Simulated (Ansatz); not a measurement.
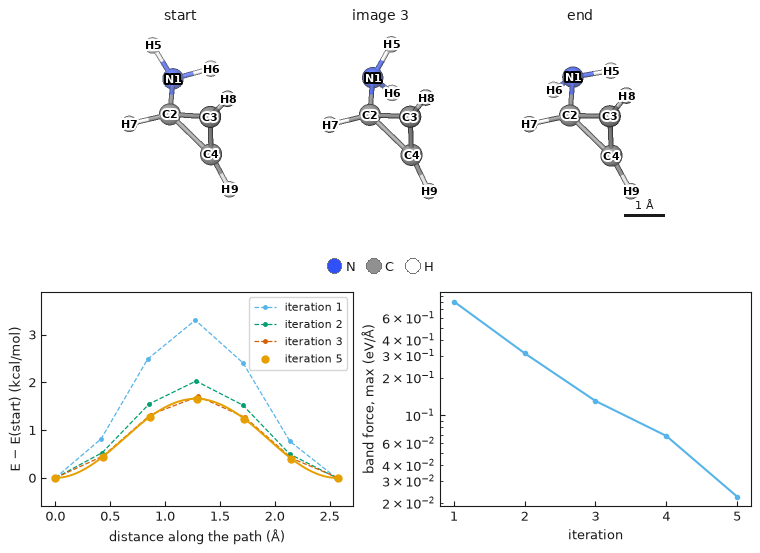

A search for the minimum-energy path of C$_{3}$H$_{5}$N by the nudged elastic band. Images are numbered from 0 (start) to 6 (end). The plot follows the band through its iterations. The picture is a ball-and-stick view, seen from a free direction.

All numbers below come from RKS CAM-B3LYP/def2-mTZVP in Ansatz. Settings: 5 movable images; climbing image; force threshold 0.05 eV/Å; iteration limit 60; starting path by image-dependent pair potential.

Q: How did the profile develop, and is the result final?

A: The result is final at these settings. The band converged in 5 iterations. The largest component of the band force went from 0.81 to 0.022 eV/Å. The climbing image converged on the top of the path. Its vibrational analysis gives one imaginary mode (211i cm⁻¹), as a transition state must have. The first iteration put the highest image at 3.30 kcal/mol. The two ends have the same energy, and the highest point, image 3, lies 1.66 kcal/mol above the start.
